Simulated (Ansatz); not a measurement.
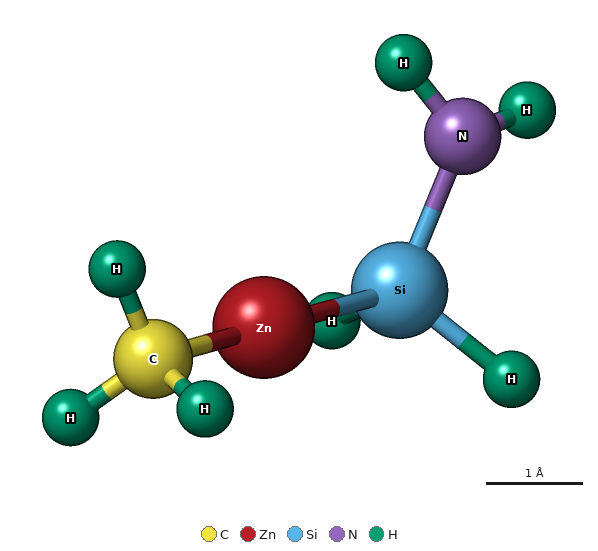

Fig. 1: The structure as given in the input (ball-and-stick view, seen at a tilt). Sticks mark near contacts.

# Single-point calculation of CH7NSiZn

CH7NSiZn, SMILES [CH3][Zn][SiH2]N, computed with RKS PBE0-D4/def2-TZVPP (Ansatz 0.2.0).

The geometry comes from this level: PBE0-D4/def2-TZVP.

### Log
```
Functional definition: PBE0
  name "PBE0"
  cite "Adamo & Barone, J. Chem. Phys. 110, 6158 (1999) doi:10.1063/1.478522"
  cite "Perdew, Burke & Ernzerhof, Phys. Rev. Lett. 77, 3865 (1996) doi:10.1103/PhysRevLett.77.3865"
  parent pbe
  parameter a = 0.25
  parameter kappa = 0.804
  parameter beta = 0.06672455060314922
  exchange = (1 - a)*pbe_x(kappa = kappa, mu = beta*pi^2/3) + a*exact_x
  correlation = pbe_c(beta = beta)
1623 factors; their error is unknown
mean field evaluation 1: about -58913.7781 eV, gradient 8.5e1 eV
mean field evaluation 2: about -58891.1894 eV, gradient 1.3e2 eV
mean field evaluation 4: about -58927.0238 eV, gradient 9.9e0 eV
mean field evaluation 8: about -58927.1848 eV, gradient 2.7e-1 eV
mean field evaluation 16: about -58927.2829 eV, gradient 9.3e-5 eV
mean field -58927.28294411 eV, -2165.5377058492 hartree, gradient 1.9e-5 eV, S^2 0.000000; 0 other end points of the search recorded, 0 dependent functions left out
reference -58927.28298089 eV, -2165.5377072006 hartree; 32, 32 occupied and 234, 234 virtual orbitals, 1623 factors
Total energy: -58927.44171096 eV, -2165.5435404231 hartree
```

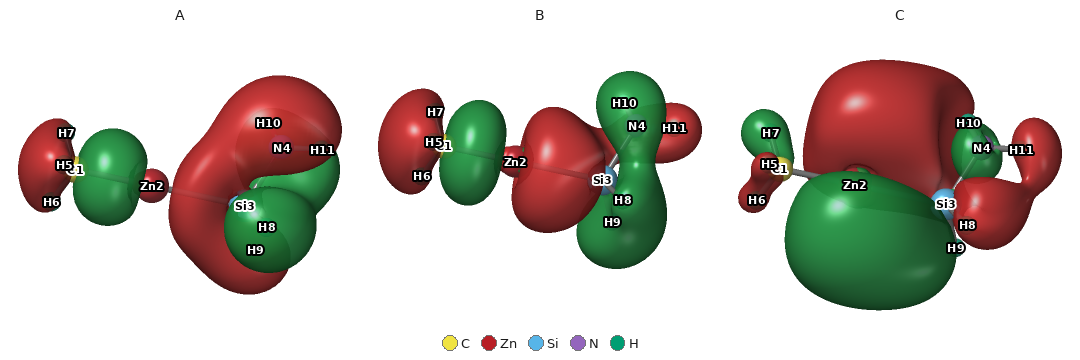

Fig. 2: Three frontier orbitals at ±0.05 Å⁻³ᐟ² (green and red are the two phases). A is the HOMO−1 (−7.32 eV). It lies mainly on N4 (50 %) and Si3 (15 %). B is the HOMO (−6.62 eV). By Hirshfeld shares it lies mainly on Si3 (30 %), Zn2 (20 %), C1 (20 %), N4 (15 %) and H9 (10 %). C is the LUMO (−0.90 eV). The HOMO–LUMO gap is 5.72 eV between the orbital energies.

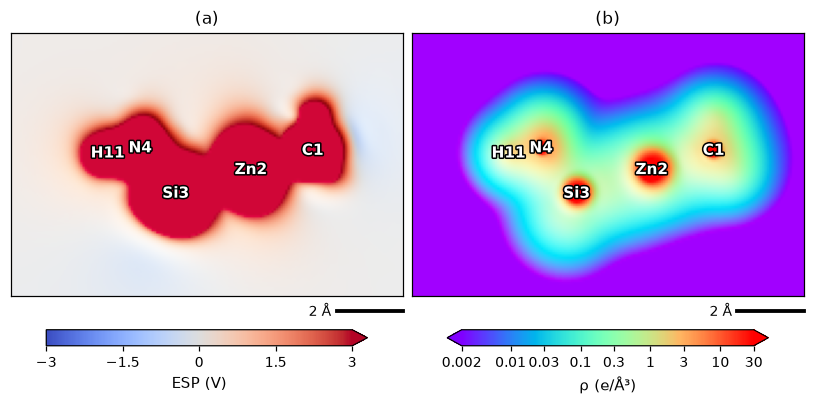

Fig. 3: (a) electrostatic potential; (b) total electron density on the plane of atoms Zn2, Si3 and N4. Si–N (1.74 Å): ρ at the midpoint is about 1.1 e/Å³. C–Zn (1.95 Å): ρ is about 0.75 e/Å³ halfway. Zn–Si (2.39 Å): ρ is about 0.52 e/Å³ halfway.

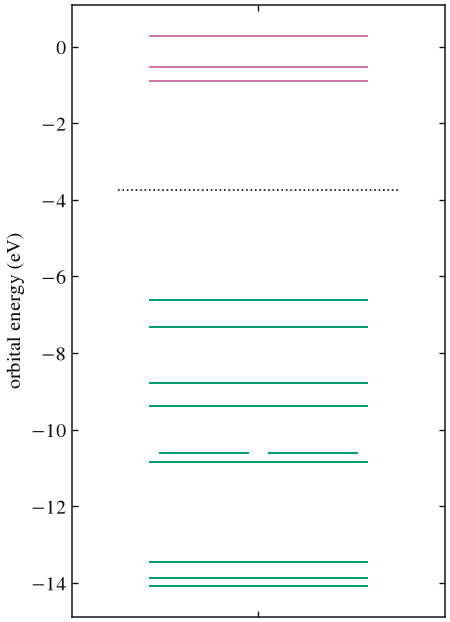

Fig. 4: Orbital energies near the frontier; the dotted line parts filled from empty levels, and levels within 0.02 eV of each other stand side by side. Highest filled −6.62 eV, lowest empty −0.90 eV, 5.72 eV apart.

The run was set up as follows.

### The input
```yaml
crystal:
  periodic: [false, false, false]
  atoms:
    - {symbol: C, position_ang: [-0.228107, 2.772608, 0.013367]}
    - {symbol: Zn, position_ang: [-0.334416, 0.821637, -0.015483]}
    - {symbol: Si, position_ang: [-0.472633, -1.559897, -0.037740]}
    - {symbol: N, position_ang: [1.099505, -2.258864, 0.206017]}
    - {symbol: H, position_ang: [-0.483023, 3.164105, 1.001934]}
    - {symbol: H, position_ang: [-0.917564, 3.214443, -0.711215]}
    - {symbol: H, position_ang: [0.781091, 3.114495, -0.232367]}
    - {symbol: H, position_ang: [-1.329459, -2.059312, 1.080040]}
    - {symbol: H, position_ang: [-1.170986, -2.050044, -1.275492]}
    - {symbol: H, position_ang: [1.878777, -1.897944, -0.320158]}
    - {symbol: H, position_ang: [1.176825, -3.261216, 0.291098]}
basis:
  gaussian: {orbitals: def2-TZVPP}
hamiltonian: {xc: pbe0, dispersion: d4}
output: {orbitals: {seedname: orbitals}}
```

Launched with:
```bash
ansatz run in.yaml --threads 4 --pin off --events-out ev --progress --plain --max-ram 10444MiB
```

### Summary

| quantity | value |
| --- | --- |
| outcome | converged |
| total energy | −58927.4417 eV |
| mean-field energy | −58927.2830 eV |
| dispersion energy | −0.1587 eV |
| SCF solution under orbital rotations | stable |
| HOMO | −6.62 eV |
| LUMO | −0.90 eV |
| hardware | 4 threads of Arm Neoverse V2, 23 GiB of memory available, shared host |
| wall time | 3.4 s (CPU time 13 s) |
| peak memory | 0.75 GiB |
